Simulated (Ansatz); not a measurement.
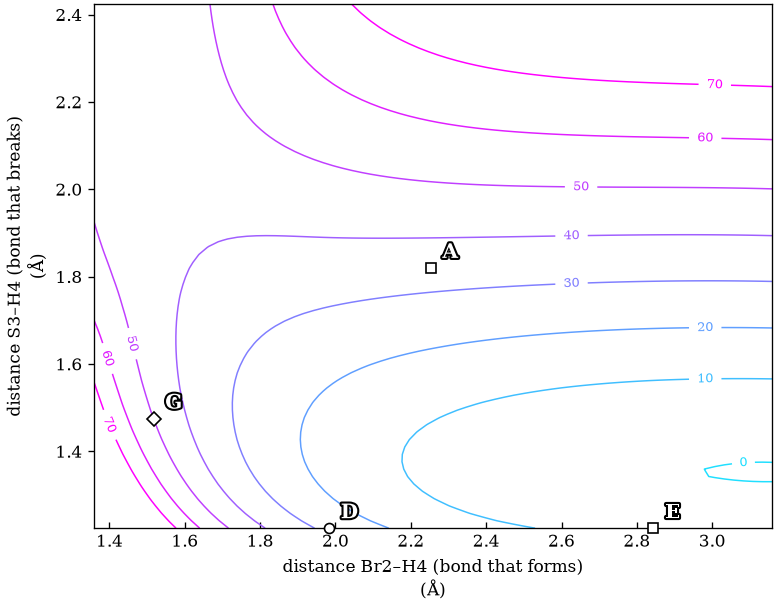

The reacting system BrGeH₃S (fragments BrGeH₃S where the first distance is long, GeH₂S + BrH where the second is long). First axis: distance Br2–H4 (bond that forms). Second axis: distance S3–H4 (bond that breaks). Relaxed at each point: all other coordinates. Grid: 8 × 8 points. Points are written as (first, second). Energies are in kcal/mol, from the lowest grid point. The reference is spin-restricted, so regions where a bond is pulled apart into radicals lie too high. Method: Ansatz, RKS PBE0-D4/def2-SVP.

The picture shows contour lines labelled in kcal/mol (none above 70), lettered points. Between grid points the surface is interpolated.

Question: Is G the lowest point of the computed grid?

Answer: No. G lies 50 kcal/mol above the lowest grid point, which is at (3.159 Å, 1.329 Å).

Question: What kind of point is each of A, G: minimum, saddle, maximum or slope?

Answer: A: on a slope; G: on a slope. (In these two coordinates alone; a stationary point may lie a little off the grid point.)

Question: Rank the lettered points by energy, lowest first.

Answer: E (7 kcal/mol), D (28 kcal/mol), A (34 kcal/mol), G (50 kcal/mol).
